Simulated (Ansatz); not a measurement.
# C3H12ClN3Si (SiCl(NHMe)3): what the fields show

Input file:

```
crystal:
  periodic: [false, false, false]
  atoms:
    - {symbol: Si, position_ang: [-0.009802, 0.016411, 0.026726]}
    - {symbol: Cl, position_ang: [-0.010554, 0.038219, 2.142589]}
    - {symbol: N, position_ang: [1.620018, -0.038333, -0.494451]}
    - {symbol: C, position_ang: [2.753221, 0.633904, 0.108618]}
    - {symbol: H, position_ang: [1.857353, -0.776263, -1.150729]}
    - {symbol: H, position_ang: [3.359484, 1.179980, -0.637258]}
    - {symbol: H, position_ang: [2.397601, 1.369771, 0.845889]}
    - {symbol: H, position_ang: [3.426472, -0.057749, 0.649482]}
    - {symbol: N, position_ang: [-0.802839, 1.434814, -0.520082]}
    - {symbol: C, position_ang: [-1.977646, 2.037805, 0.078904]}
    - {symbol: H, position_ang: [-0.241482, 2.068671, -1.081383]}
    - {symbol: H, position_ang: [-2.670473, 2.431166, -0.686689]}
    - {symbol: H, position_ang: [-2.528626, 1.280493, 0.658502]}
    - {symbol: H, position_ang: [-1.739383, 2.862790, 0.778023]}
    - {symbol: N, position_ang: [-0.848593, -1.378193, -0.511427]}
    - {symbol: C, position_ang: [-0.754032, -2.697673, 0.082786]}
    - {symbol: H, position_ang: [-1.700840, -1.210488, -1.038470]}
    - {symbol: H, position_ang: [-0.812591, -3.492181, -0.682651]}
    - {symbol: H, position_ang: [0.218388, -2.805980, 0.589573]}
    - {symbol: H, position_ang: [-1.535654, -2.897142, 0.842046]}
basis:
  gaussian: {orbitals: def2-TZVP, initial_orbitals: start.molden}
hamiltonian: {xc: pbe0, dispersion: d4}
scf: {omitted_lower_state_checks: [starts]}
output: {forces: true, orbitals: {seedname: orbitals}}
```

Command:

```sh
ansatz run in.yaml --threads 4 --pin off --events-out ev --progress --plain --max-ram 4787MiB
```

Geometry: r2SCAN-D4/def2-SVP.

These are results of RKS PBE0-D4/def2-TZVP in Ansatz, not measurements.

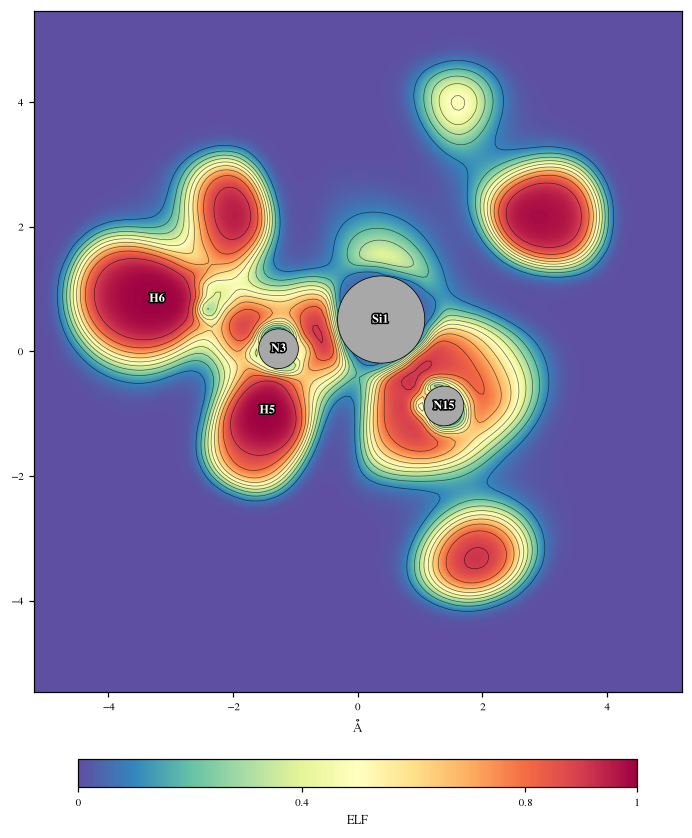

Figure 1. Electron localisation function on the plane of atoms N3, Si1 and N15. Grey discs cover the atomic cores.

> What does the map show?

The plane passes through Si, N and H nuclei.
Si–N (1.71 Å): the ELF peaks at about 0.90 between the atoms; a polar covalent bond.
N–H (1.02 Å): the ELF climbs to about 1 towards the hydrogen, as it does in any bond to H (a covalent bond by its length).

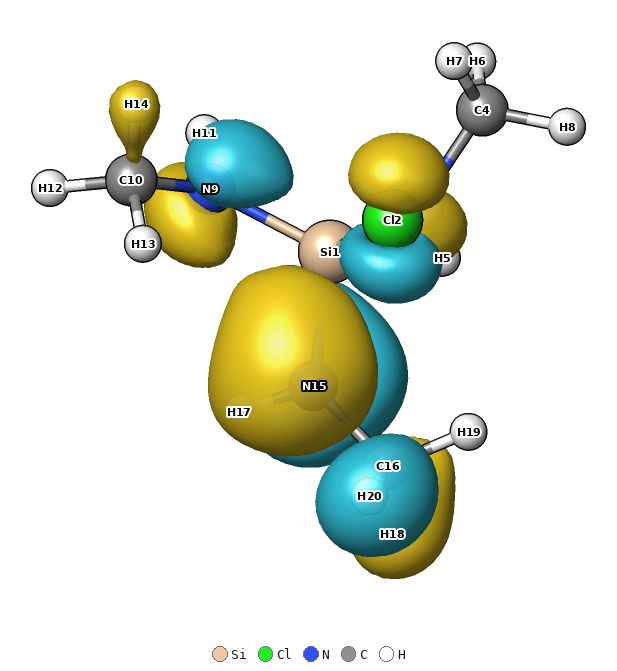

Figure 2. The HOMO−1 at ±0.1 Å⁻³ᐟ² (yellow and cyan are the two phases), seen at a tilt.

> Where does this orbital lie, and at what energy?

By Hirshfeld shares it lies mainly on N15 (about 50 %), Si1 (about 10 %), C16 (about 10 %), N9 (about 5 %) and Cl2 (about 5 %). Its energy is −6.86 eV.

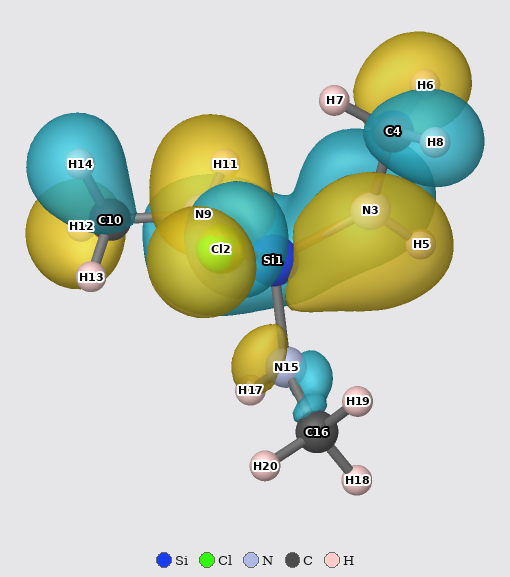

Figure 3. The HOMO at ±0.06 Å⁻³ᐟ² (yellow and cyan are the two phases), seen at a tilt.

> Where does this orbital lie, and at what energy?

By Hirshfeld shares it lies mainly on N9 (about 30 %), N3 (about 25 %), Si1 (about 10 %) and Cl2 (about 5 %). Its energy is −6.82 eV.
